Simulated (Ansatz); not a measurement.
```yaml
crystal:
  lattice:
    - [4.03726, 0.00000, 0.00000]
    - [-2.01863, 3.49637, 0.00000]
    - [0.00000, 0.00000, 6.75314]
  atoms:
    - { symbol: W, position: [0.00000, 0.00000, 0.00000] }
    - { symbol: W, position: [0.00000, 0.00000, 0.50000] }
    - { symbol: Se, position: [0.33333, 0.66667, 0.25000] }
    - { symbol: Se, position: [0.66667, 0.33333, 0.75000] }
```

Space group P6₃/mmc; started from the nickel arsenide prototype, which need not be the ambient phase; Hubbard U of 6.2 eV on W d only; spin-polarised.

Level of theory: DFT r2SCAN+U, scalar-relativistic, plane waves, PAW (Ansatz 0.2.0).

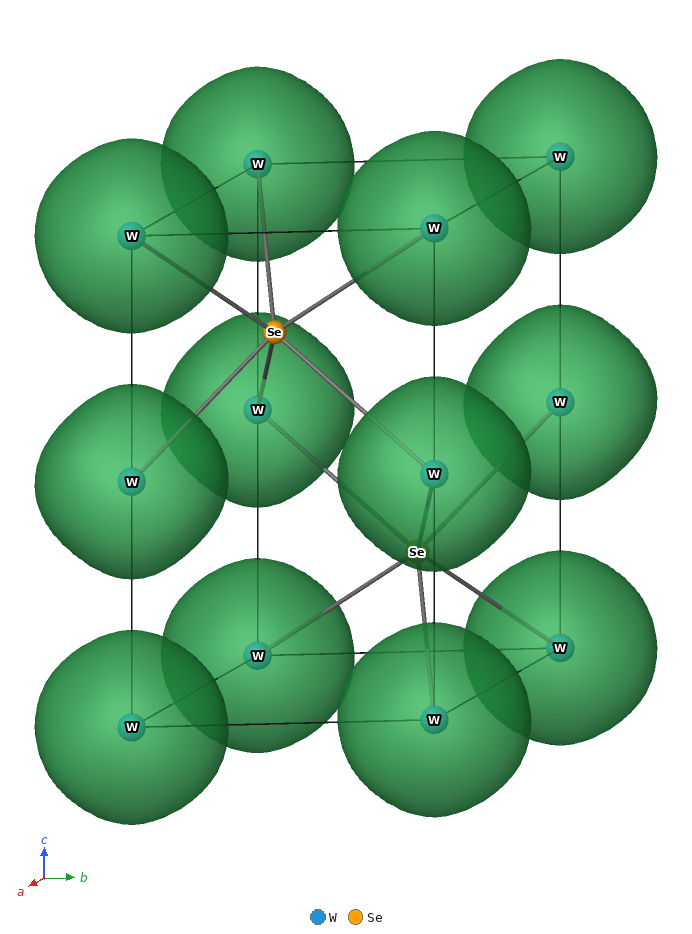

WSe. Isosurface of the spin density (up minus down) at +0.15 e/Å³ (green), seen slightly off an axis. Sticks mark near contacts.

Core electrons are frozen (PAW), and the valence fields are smoothed inside the atomic spheres.

Q: Where is the spin, and how is it ordered?

A: The spin density sits on W: +3.3 μB (×2) in one cell of 4 atoms, with smaller moments on other sites: Se (up to −0.27 μB): parallel main moments (a ferromagnetic arrangement) in this solution. The cell of the calculation (4 atoms) carries 8.0 μB of net spin moment.
